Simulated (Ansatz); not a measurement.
# AlH2ClF− (SMILES [F][AlH2-][Cl]): MP2/STO-3G

What is the energy change on altering one bond length of AlH2ClF− at MP2/STO-3G? 

The calculation is run with Ansatz 0.2.0.

6 further runs of the same task are left out: 5 that didn't finish, 1 set aside as unsound or not needed.

### 1 The system as given

AlH2ClF− has 5 atoms, charge -1, and is taken as a singlet. As SMILES, `[F][AlH2-][Cl]`. Geometry: a GFN2-xTB relaxation, a rough one for these elements and not checked as a minimum.

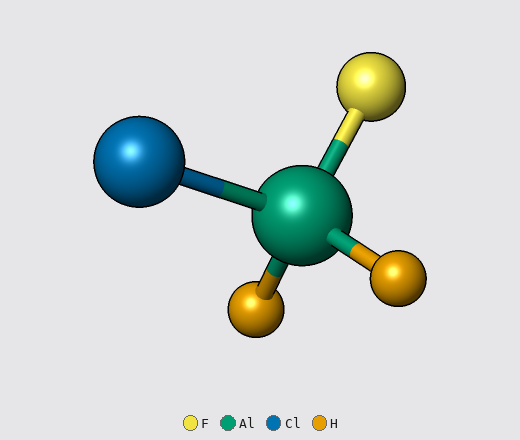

The structure, seen from a chosen angle (fluorine yellow, aluminium teal, chlorine blue, hydrogen amber).

### 2 A single-point energy at MP2/STO-3G

Contents of input.yaml:

```yaml
crystal:
  periodic: [false, false, false]
  atoms:
    - symbol: F
      position_ang: [-1.193270, 0.114160, 1.228710]
    - symbol: Al
      position_ang: [-0.086940, 0.062310, -0.052380]
    - symbol: Cl
      position_ang: [1.653880, -0.992940, 0.511330]
    - symbol: H
      position_ang: [-0.732650, -0.721820, -1.269020]
    - symbol: H
      position_ang: [0.358980, 1.538300, -0.418630]
basis:
  gaussian: {orbitals: STO-3G}
total_charge: -1
correlation: {method: mp2, frozen_orbitals: {Al: 5, Cl: 5, F: 1, H: 0}}
accuracy: high
```

Run with:

```console
$ ansatz run input.yaml --threads 1 --pin off --max-ram 2610MiB --events-out events.jsonl --progress --plain --runs-dir runs
```

The program printed:

```text
Warning: RAYON_NUM_THREADS=1 ignored (pool sized by the plan → 1); use --threads N
Functional definition: HF
  name "HF"
  exchange = exact_x
  correlation = 0
458 factors; integrals over basis functions are off by at most 2.8e-8 eV
mean field evaluation 1: about -21572.7204 eV, gradient 1.7e1 eV
mean field evaluation 2: about -21572.7454 eV, gradient 1.7e1 eV
mean field evaluation 4: about -21573.9532 eV, gradient 7.3e-1 eV
mean field evaluation 8: about -21573.9553 eV, gradient 2.3e-6 eV
mean field -21573.95531099 eV, -792.8282343268 hartree, gradient 6.7e-8 eV, S^2 0.000000; 0 other end points of the search recorded, 0 dependent functions left out
11 core orbitals not correlated: weight in the atoms' cores, before any rotation towards them, 0.999 or more for the frozen orbitals, at most 0.000 for the correlated occupied ones
reference -21573.95531099 eV, -792.8282343268 hartree; 10, 10 occupied and 4, 4 virtual orbitals, 458 factors
second order -1.15683313 eV of doubles, -0.00000000 eV of singles
Total energy: -21575.11214412 eV, -792.8707471600 hartree
```

It took 0.18 s on 1 thread of Arm Neoverse V1, shared host.

### 3 The distorted shape at the same level

Contents of input.yaml:

```yaml
basis:
  gaussian: {orbitals: STO-3G}
crystal:
  periodic: [false, false, false]
  atoms:
    - {symbol: F, position_ang: [-1.469827, 0.127121, 1.548953]}
    - {symbol: Al, position_ang: [-0.086940, 0.062310, -0.052380]}
    - {symbol: Cl, position_ang: [1.653880, -0.992940, 0.511330]}
    - {symbol: H, position_ang: [-0.732650, -0.721820, -1.269020]}
    - {symbol: H, position_ang: [0.358980, 1.538300, -0.418630]}
total_charge: -1
correlation: {method: mp2, frozen_orbitals: {Al: 5, Cl: 5, F: 1, H: 0}}
accuracy: high
```

Run with:

```console
$ ansatz run input.yaml --threads 1 --pin off --max-ram 2610MiB --events-out events.jsonl --progress --plain --runs-dir runs
```

The program printed:

```text
Warning: RAYON_NUM_THREADS=1 ignored (pool sized by the plan → 1); use --threads N
[... 4 set-up lines as earlier in the session ...]
451 factors; integrals over basis functions are off by at most 1.7e-8 eV
mean field evaluation 1: about -21569.4504 eV, gradient 2.0e1 eV
mean field evaluation 2: about -21569.4671 eV, gradient 2.0e1 eV
mean field evaluation 4: about -21571.6647 eV, gradient 9.5e-1 eV
mean field evaluation 8: about -21571.6674 eV, gradient 1.7e-5 eV
mean field -21571.66744897 eV, -792.7441569482 hartree, gradient 5.4e-9 eV, S^2 0.000000; 0 other end points of the search recorded, 0 dependent functions left out
11 core orbitals not correlated: weight in the atoms' cores, before any rotation towards them, 0.999 or more for the frozen orbitals, at most 0.000 for the correlated occupied ones
reference -21571.66744897 eV, -792.7441569482 hartree; 10, 10 occupied and 4, 4 virtual orbitals, 451 factors
second order -1.36637211 eV of doubles, -0.00000000 eV of singles
Total energy: -21573.03382108 eV, -792.7943701972 hartree
```

It took 0.2 s on 1 thread of Arm Neoverse V1, shared host.

### 4 Results

At MP2/STO-3G, 11 core orbitals frozen:

| quantity | value |
| --- | --- |
| first shape: total energy | -792.87075 Eh |
| first shape: correlation energy (11 core orbitals frozen) | -42.5 mEh |
| distorted shape: total energy | -792.79437 Eh |
| distorted shape: correlation energy (11 core orbitals frozen) | -50.2 mEh |
| energy change with the F1–Al2 bond stretched from 1.693 to 2.117 Å | 2.078 eV |

**Reading.** With the F1–Al2 bond stretched from 1.693 to 2.117 Å the energy rises by 2.08 eV (48 kcal/mol). The first shape isn't relaxed at this level, so the change isn't measured from a minimum. The minimal basis adds a large error of its own.
